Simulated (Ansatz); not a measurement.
Stretching the Se1–F2 bond in FHOSe (SMILES O[Se]F) (multiplicity 1 held, fragments rigid). Energies count from the point at 1.771 Å.
Geometry at that point (charge 0, multiplicity 1):
```tsv
atom	x (Å)	y (Å)	z (Å)
Se	0.0859	0.0079	0.3948
F	-0.0116	1.3366	-0.7719
O	-0.2068	-1.3541	-0.7078
H	-1.1618	-1.4657	-0.8125
```

Unrestricted levels (U-) break spin symmetry where that is lower. Active spaces are followed from a long bond inwards. Levels need not reach the same state.

Frozen-core correlation. Filled d and f shells under p-block atoms count as core.

The values were computed with Ansatz (Gaussian orbitals). Values without a source in brackets are computed.

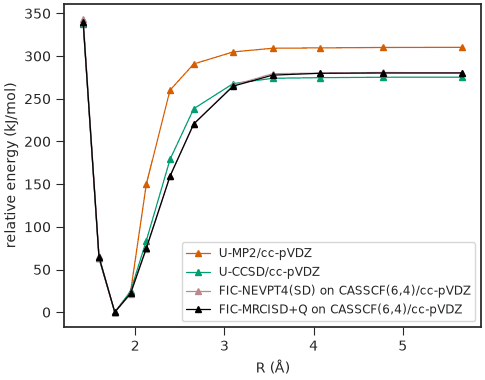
Relative energy along the coordinate

**Question.** Read off the U-MP2/cc-pVDZ curve at R = 2.125.

**Answer.** about 150 kJ/mol

Doubts at one or more of the structures used: a spin-contaminated determinant (U-MP2/cc-pVDZ, U-CCSD/cc-pVDZ); T1 above 0.05 (U-CCSD/cc-pVDZ); active orbitals that take no part (FIC-NEVPT4(SD) on CASSCF(6,4)/cc-pVDZ, FIC-MRCISD+Q on CASSCF(6,4)/cc-pVDZ).

Ansatz is a program for electronic structure.
